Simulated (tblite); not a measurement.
**Run report: C$_{5}$H$_{4}$FN, molecular dynamics (part 1 of 2)**

- system: C$_{5}$H$_{4}$FN (4-fluoropyridine)
- method: GFN2-xTB Langevin dynamics, gas phase (tblite 0.8.0)

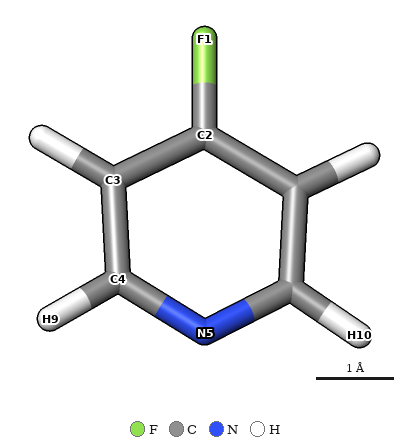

Figure 1. The input geometry (stick view, seen at a tilt; atoms are numbered from 1 in the order of the input). Bond lengths as drawn: C–C 1.38 to 1.39 Å, C–F 1.34 Å, C–H 1.08 Å and C–N 1.32 Å.

**Input file**
```
{"job": {"dt": 1.5, "steps": 8000, "equilibration": 400, "friction": 0.005, "h_mass": 4.0, "temperature": 800, "xc": "GFN2-xTB", "basis": "xTB", "kind": "md"}, "charge": 0, "multiplicity": 1}
F     -0.831638     2.340835     0.092057
C     -0.380808     1.075208     0.037188
C     -1.284566     0.028717    -0.024040
C     -0.755582    -1.252397    -0.078780
N      0.539991    -1.508968    -0.074589
C      1.382255    -0.493373    -0.015705
C      0.981950     0.833380     0.042539
H     -2.346284     0.212723    -0.028545
H     -1.404071    -2.116441    -0.128515
H      2.431725    -0.754286    -0.015348
H      1.688726     1.645284     0.089884
```

The first line tells a small driver script what to run in tblite; the rest is the geometry in Å.

Run on 1 CPU thread, shared host.

Run as:
```bash
OMP_NUM_THREADS=1 python <driver script> task.json out
```

**Output**
```
t/fs     T/K   E - E0/eV
     0.0    644.8    -0.0000
   525.0    837.9     0.9765
  1050.0    824.6     0.9707
  1575.0   1010.4     1.0222
  2100.0    923.9     0.8455
  2625.0    840.7     0.8281
  3150.0    711.8     0.9834
  3675.0    816.5     0.9174
  4200.0    928.5     0.8864
  4725.0   1060.4     0.9642
  5250.0   1146.6     1.0055
  5775.0    551.3     0.8231
  6300.0    833.0     1.2019
  6825.0    761.5     0.8370
  7350.0    660.8     0.9484
  7875.0   1070.8     1.0705
  8400.0    594.0     1.1252
  8925.0    752.1     1.2829
  9450.0    510.1     1.0693
  9975.0    619.4     0.8626
 10500.0    836.2     0.6356
 11025.0    711.0     0.9788
 11550.0    775.7     0.6839
 12075.0    768.7     1.2832
 12600.0    829.7     0.7549
```

**Trajectory as extended XYZ (Å, eV, eV/Å), 25 frames, from step=0 to step=8400**
```
11
Properties=species:S:1:pos:R:3:forces:R:3 step=0 time_fs=0.0 energy=-554.58583 temperature=644.8
F    -0.8316    2.3408    0.0921    0.0000  -0.0010   0.0000
C    -0.3808    1.0752    0.0372    0.0000  -0.0010   0.0010
C    -1.2846    0.0287   -0.0240   -0.0010  -0.0010  -0.0010
C    -0.7556   -1.2524   -0.0788    0.0000  -0.0010   0.0010
N     0.5400   -1.5090   -0.0746   -0.0010   0.0000  -0.0020
C     1.3823   -0.4934   -0.0157    0.0010   0.0000   0.0000
C     0.9819    0.8334    0.0425   -0.0010   0.0010   0.0000
H    -2.3463    0.2127   -0.0285    0.0010   0.0010   0.0000
H    -1.4041   -2.1164   -0.1285    0.0000   0.0000   0.0010
H     2.4317   -0.7543   -0.0153    0.0020  -0.0010   0.0010
H     1.6887    1.6453    0.0899    0.0000   0.0020   0.0000
11
Properties=species:S:1:pos:R:3:forces:R:3 step=350 time_fs=525.0 energy=-553.60932 temperature=837.9
F     0.0582    4.4007   -1.1775   -0.4060  -1.7550   0.0290
C    -0.1010    3.0480   -0.8899    0.4810  -0.1320   1.4050
C    -1.1002    2.2174   -1.4426    1.9790   1.7440   0.7640
C    -1.0577    0.9276   -1.0647    2.2020  -2.7920   1.3710
N    -0.2548    0.3694   -0.0565   -1.0580   1.3960  -1.9060
C     0.6896    1.1229    0.4486   -2.2450   2.0850  -1.9430
C     0.8018    2.4824    0.0235    0.7180   0.4690  -0.3240
H    -1.6268    2.6154   -2.2419   -1.1970   0.2780  -1.1530
H    -1.2708    0.1322   -1.7464   -1.4060  -0.2500  -0.0350
H     1.2317    0.6377    1.1699    1.5480  -0.5090   1.4720
H     1.6864    3.1096    0.2377   -0.6150  -0.5350   0.3190
11
Properties=species:S:1:pos:R:3:forces:R:3 step=700 time_fs=1050.0 energy=-553.61508 temperature=824.6
F     0.7898    2.8807   -2.6794    1.0820  -0.4770  -0.6300
C     0.2079    2.3143   -1.6213   -2.9240  -1.4790  -3.1940
C    -0.8573    1.3402   -1.9118    2.4170  -0.7770  -2.2150
C    -1.7834    1.0423   -0.9614    0.5580   0.4070  -0.6790
N    -1.8167    1.7095    0.1815   -0.0860   0.2660   0.4170
C    -0.8823    2.5959    0.3879    1.2700  -0.3040  -0.4940
C     0.1941    2.9759   -0.4777   -0.5340   0.7010   3.3030
H    -0.8368    0.6624   -2.9167    0.1070   2.0180   2.2230
H    -2.5237    0.3348   -1.2502   -0.6350  -0.3730   0.4900
H    -0.8483    3.0340    1.3345   -0.4080   0.7000   1.3610
H     0.9428    3.7276   -0.1337   -0.8460  -0.6810  -0.5830
11
Properties=species:S:1:pos:R:3:forces:R:3 step=1050 time_fs=1575.0 energy=-553.56364 temperature=1010.4
F    -0.7875    0.3694   -3.4614   -0.1490  -0.6900   1.9410
C    -1.0634   -0.1774   -2.1953   -0.6480   0.7190   0.7250
C    -2.2899   -0.8445   -2.0115    1.1950   0.1860   1.8870
C    -2.4396   -1.4079   -0.6987    1.1830  -0.5760   0.5570
N    -1.6068   -1.2469    0.3703    0.3790   1.4730  -1.7450
C    -0.5835   -0.3374    0.2608    0.0210  -0.8180  -2.1980
C    -0.2338    0.1352   -1.0561   -1.6420   0.2380  -0.3080
H    -3.1221   -0.7797   -2.6958    0.3790  -0.4830  -0.1650
H    -3.1747   -2.2334   -0.5214    0.3580   1.2000  -0.1500
H     0.1321   -0.0979    1.1109   -1.4770  -0.4430  -1.0210
H     0.4008    1.0012   -1.2708    0.4010  -0.8050   0.4770
11
Properties=species:S:1:pos:R:3:forces:R:3 step=1400 time_fs=2100.0 energy=-553.74036 temperature=923.9
F    -3.2258    2.2893   -2.3317    1.9870  -1.4140   1.0230
C    -2.3590    1.5389   -1.4713   -0.5310  -0.0690   0.4550
C    -2.9609    0.4646   -0.7508    1.6330   2.2690  -0.4270
C    -2.3008    0.0777    0.4155   -2.7620  -1.8810   0.9350
N    -1.1606    0.4997    0.8203    1.8850   1.1180   0.0380
C    -0.4657    1.3365    0.0249   -1.6350  -1.1450  -1.3030
C    -1.0045    1.8625   -1.1750   -0.8090  -0.7490   0.7850
H    -3.8925    0.1066   -1.0648   -1.0290  -0.3580  -0.1040
H    -2.8846   -0.6479    1.1611    1.3280   1.3080  -1.5820
H     0.5781    1.4180    0.2090    0.4040   0.3820   0.4120
H    -0.3056    2.4004   -1.7858   -0.4710   0.5380  -0.2310
11
Properties=species:S:1:pos:R:3:forces:R:3 step=1750 time_fs=2625.0 energy=-553.75777 temperature=840.7
F    -2.7690    0.5966   -3.4506    0.5190  -1.0130   0.0860
C    -2.4748    0.2989   -2.1506   -2.2370   0.9170   0.6340
C    -2.9479   -0.8862   -1.4996    3.1020   3.1390   0.4530
C    -2.6250   -0.8250   -0.0943   -1.7560  -1.3410  -1.7340
N    -2.5761    0.2735    0.5937    0.7380   0.4300   0.0510
C    -2.3782    1.4143   -0.0692   -0.7400   0.3210   1.4640
C    -2.2510    1.4992   -1.4146    0.7550  -0.5460  -0.8600
H    -3.1438   -1.7385   -2.0806   -0.3750  -0.7930  -0.1640
H    -2.7218   -1.7743    0.4229    0.0770   0.2160   0.3590
H    -2.4885    2.3450    0.4994    0.3700  -0.4810   0.0940
H    -1.9188    2.4698   -1.8103   -0.4520  -0.8500  -0.3830
11
Properties=species:S:1:pos:R:3:forces:R:3 step=2100 time_fs=3150.0 energy=-553.60239 temperature=711.8
F    -0.2231    2.4880   -1.2288    1.4700   1.1340   0.2820
C    -1.3070    1.7935   -1.0433   -1.9410  -0.4530   0.5710
C    -1.6032    0.8064   -1.9809   -0.9650  -0.0010   0.2250
C    -2.9103    0.3437   -1.7311   -0.2880  -2.1880   0.1390
N    -3.6791    0.4579   -0.5922    0.9760  -0.4980  -2.7520
C    -3.3179    1.3272    0.3200   -0.0280  -0.4610   0.4210
C    -2.1910    2.0950    0.0277    1.4210   1.3850   1.5600
H    -0.9073    0.4758   -2.8430   -1.4540   0.7170   1.6290
H    -3.2308   -0.4385   -2.4766   -0.3060   0.8530   0.9780
H    -3.9614    1.2514    1.2903    1.3890   0.7210  -1.7780
H    -1.8941    2.9254    0.7656   -0.2740  -1.2080  -1.2770
11
Properties=species:S:1:pos:R:3:forces:R:3 step=2450 time_fs=3675.0 energy=-553.66838 temperature=816.5
F    -1.6711    0.4986   -0.5840   -1.5890  -0.2740  -0.7100
C    -2.7448    0.1760   -1.3878   -2.3140   0.3860  -1.2270
C    -2.4942   -0.0586   -2.8024   -1.4520  -0.0440   4.6330
C    -3.5432   -0.5850   -3.4736   -1.0270  -0.3030  -1.3550
N    -4.7787   -0.7613   -3.0273   -0.3650   0.1180  -0.6040
C    -5.1448   -0.2739   -1.8717    1.1400  -1.2060   1.5730
C    -4.1449    0.1689   -0.9729    1.8140   1.1030   0.1110
H    -1.4959    0.0199   -2.9805    2.2170   0.0710  -1.4180
H    -3.4876   -0.8853   -4.5086    0.4420  -0.0470  -0.2320
H    -6.1427   -0.6122   -1.5017    0.7710   0.9720  -0.4230
H    -4.4405    0.6773   -0.0388    0.3630  -0.7760  -0.3490
11
Properties=species:S:1:pos:R:3:forces:R:3 step=2800 time_fs=4200.0 energy=-553.69943 temperature=928.5
F    -2.1430    0.5444   -0.9069    0.4560   0.1150   0.6170
C    -3.3192    0.0817   -1.3115    0.4610  -0.7000  -1.8310
C    -3.3305   -0.8552   -2.3885   -2.3650  -0.3510  -0.4780
C    -4.6210   -1.2139   -2.7936   -1.0300  -0.3000   1.1170
N    -5.8373   -0.8588   -2.1843    2.4130  -2.3140  -4.1090
C    -5.7275    0.0892   -1.3804    0.4530   1.8890   3.4340
C    -4.4994    0.5905   -0.8632   -0.8960   0.3160   1.3210
H    -2.6483   -1.4575   -3.0133    0.5570   1.2480   1.1680
H    -4.6645   -1.9486   -3.5880   -0.4930   0.0360   0.0770
H    -6.6323    0.3872   -0.8559   -0.0380   0.2140  -0.1920
H    -4.5924    1.1968    0.0667    0.4830  -0.1520  -1.1230
11
Properties=species:S:1:pos:R:3:forces:R:3 step=3150 time_fs=4725.0 energy=-553.62159 temperature=1060.4
F    -2.8031   -0.3431   -1.7988   -1.4730  -0.0830  -0.4870
C    -4.1099   -0.7635   -2.0341    1.2950  -0.7750   0.0410
C    -4.2901   -2.1257   -2.1865    0.8480  -0.5580  -0.1170
C    -5.4690   -2.7913   -2.2938   -0.8210   1.2980  -0.4860
N    -6.5474   -1.9693   -2.3105   -0.0010  -3.1890   0.5550
C    -6.3971   -0.7192   -2.1051   -1.8690   2.5050  -1.1380
C    -5.1969    0.0408   -2.1151   -0.4370  -0.5690   1.2170
H    -3.4559   -2.7109   -2.3200    2.1570  -1.1350   0.2020
H    -5.4849   -3.8875   -2.4232   -0.4980   0.9750   0.0660
H    -7.4598   -0.3118   -2.1553    1.6280   0.5790   0.2840
H    -4.9763    1.0544   -1.9059   -0.8270   0.9510  -0.1380
11
Properties=species:S:1:pos:R:3:forces:R:3 step=3500 time_fs=5250.0 energy=-553.58035 temperature=1146.6
F    -1.3694   -2.3891   -2.1890   -2.1860  -0.6250   0.1070
C    -2.6915   -2.9805   -2.2201    3.7100   0.6690   0.9350
C    -2.8385   -4.1378   -1.4653    0.7160  -0.3090   0.0300
C    -4.0145   -4.8559   -1.6484   -1.2110   3.1820   0.2330
N    -5.1105   -4.2283   -2.1765    2.4880  -0.7220  -1.2410
C    -4.8164   -3.1167   -2.8922   -2.9960  -1.9430   0.8290
C    -3.6756   -2.4150   -2.9774    1.0290   0.7550   0.4570
H    -2.1184   -4.5258   -0.6871   -0.4230   0.6590  -1.4870
H    -4.0272   -5.7173   -1.0637   -1.0160  -1.4020   0.4250
H    -5.6262   -2.7286   -3.4681   -0.9210   0.0890   0.0050
H    -3.7509   -1.4194   -3.3948    0.8100  -0.3540  -0.2940
11
Properties=species:S:1:pos:R:3:forces:R:3 step=3850 time_fs=5775.0 energy=-553.76269 temperature=551.3
F    -1.3825   -4.0406   -3.6298   -0.6550  -0.3570  -0.1330
C    -2.3240   -4.1035   -2.6343    1.7730   1.5540  -1.4320
C    -1.9671   -4.7573   -1.4944    0.8480  -1.3940  -0.7330
C    -2.8444   -4.5674   -0.5146   -1.0480   1.8120   2.9080
N    -3.7137   -3.5753   -0.3971   -1.3800  -0.4540   0.2150
C    -4.0659   -2.9406   -1.4739    1.2170  -0.3300  -0.9210
C    -3.3193   -3.1564   -2.6417   -1.3070  -0.2300   0.5090
H    -1.1387   -5.4197   -1.2998    0.0510  -0.0060  -0.6480
H    -2.7047   -4.8536    0.4740    0.7040  -1.6130   1.5080
H    -4.8286   -2.2093   -1.3916   -0.3950   0.5390  -0.0730
H    -3.6506   -2.6255   -3.4825    0.1930   0.4780  -1.2010
11
Properties=species:S:1:pos:R:3:forces:R:3 step=4200 time_fs=6300.0 energy=-553.38388 temperature=833.0
F    -2.1356   -3.9647   -3.3024    0.1030  -0.4930  -1.3000
C    -2.2430   -3.5679   -2.0607   -0.4640   1.9720   1.7630
C    -3.4234   -3.8439   -1.3589    0.0340  -1.6800   2.1780
C    -3.4743   -3.7262    0.0994   -1.1860   1.3700  -2.1800
N    -2.5244   -2.9845    0.6875    0.4460   0.3590  -1.5700
C    -1.5557   -2.4204   -0.0829   -0.5440  -0.7620  -1.4890
C    -1.3310   -2.6246   -1.5488   -2.8300  -1.8370   4.6180
H    -4.1565   -4.5012   -1.8367    0.1820   0.4420   0.0910
H    -4.5402   -3.9504    0.6381    2.9900   0.2980  -0.9820
H    -0.9235   -1.7163    0.4677   -0.1520  -0.4480  -0.3060
H    -0.4572   -2.3711   -2.0234    1.4220   0.7780  -0.8240
11
Properties=species:S:1:pos:R:3:forces:R:3 step=4550 time_fs=6825.0 energy=-553.74886 temperature=761.5
F    -3.9687   -3.0480   -3.4792   -1.3470  -0.3910  -0.9990
C    -2.9932   -3.4050   -2.6752   -0.5390  -1.2750   1.6010
C    -3.1549   -4.4208   -1.7243    0.2010   0.4330   0.5120
C    -2.0731   -4.5446   -0.7978    0.1260  -0.1970  -1.6290
N    -0.9436   -3.8996   -1.0252   -0.7120   1.8890   0.2180
C    -0.8822   -2.8442   -1.9185    1.3410  -2.4250   2.8260
C    -1.9021   -2.5817   -2.7564    0.6510  -0.4200  -0.8060
H    -4.0656   -5.0396   -1.7336    0.6010   0.4890   0.2720
H    -2.0027   -5.2207    0.0662   -0.4240   0.1040  -0.7270
H     0.0372   -2.3337   -1.6643   -0.0250   0.3360  -1.0130
H    -1.8174   -2.1225   -3.7046    0.1270   1.4570  -0.2540
```
